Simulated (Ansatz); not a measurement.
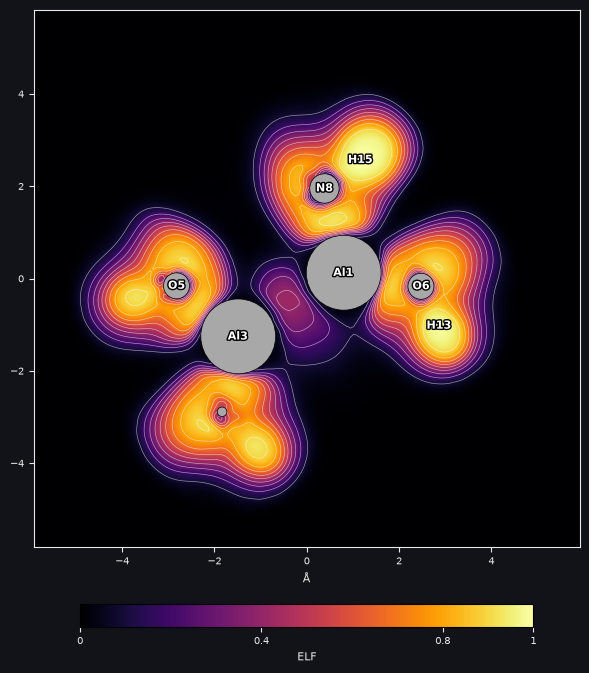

*Al2H5NO4···H3O (doublet). ELF on the plane of atoms O6, Al1 and N8. Grey discs cover the atomic cores.*

A transition-state structure; geometry: PBE0-D4/def2-TZVP.

Computed with UKS PBE0-D4/def2-TZVPP in Ansatz 0.2.0.

| atom | x (Å) | y (Å) | z (Å) |
| --- | --- | --- | --- |
| Al | -0.9958 | 0.4140 | 0.8963 |
| O | -0.7898 | -0.4191 | -0.6712 |
| Al | 0.1663 | 0.8338 | -1.4699 |
| O | -0.2760 | 1.7833 | -2.8030 |
| O | 1.7927 | 0.2505 | -1.4288 |
| O | -2.5054 | 0.6470 | 1.6414 |
| H | 0.7947 | -1.4148 | 1.0221 |
| N | 0.2506 | -0.4137 | 2.0223 |
| H | 0.0423 | -1.3532 | -0.3983 |
| O | 0.9248 | -1.9346 | 0.0818 |
| H | -1.1288 | 2.1996 | -2.9047 |
| H | 2.4730 | 0.6478 | -1.9707 |
| H | -3.2983 | 0.8979 | 1.1727 |
| H | 1.0211 | 0.1759 | 2.3156 |
| H | -0.1397 | -0.8200 | 2.8662 |
| H | 1.6679 | -1.4944 | -0.3719 |

Describe what can be read from this map.

Answer. Atoms in the plane: Al, O, N and H. Al–O (1.70 Å): the ELF peaks at about 0.90 in the valence shell of O, 0.6 Å from its nucleus, and is about 0.40 at the midpoint. Al–N (1.87 Å): the ELF peaks at about 0.95 between the atoms, as expected for a polar covalent bond. O–H (0.95 Å): the ELF climbs to about 1 towards the hydrogen, as it does in any bond to H; a covalent bond by its length. N–H (1.01 Å): the ELF climbs to about 1 towards the hydrogen (a covalent bond by its length). The ELF also peaks beside O4 and O6, away from the bonds: non-bonding electrons, paired or unpaired.
